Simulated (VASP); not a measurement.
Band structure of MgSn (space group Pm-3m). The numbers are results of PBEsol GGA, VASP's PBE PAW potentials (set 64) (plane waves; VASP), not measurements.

Unless said otherwise, spin-orbit coupling is left out, though it shifts the bands of the heavy elements here.

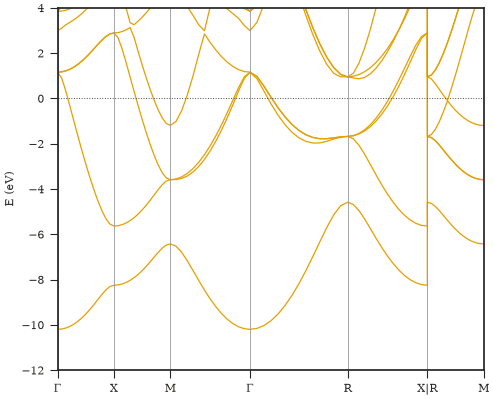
Fig. 1. Bands along high-symmetry lines, zero at the valence-band maximum or, without a gap, the Fermi level

### Question
Read the plot: is there a gap, and where are the band edges?

### Answer
It has no gap at this level: it comes out as a metal or semimetal. (Edges off the drawn lines would not show.)

The structure comes from a computed database's MgSn entry (Pm-3m); how it stands against other phases isn't given here. It was relaxed first.
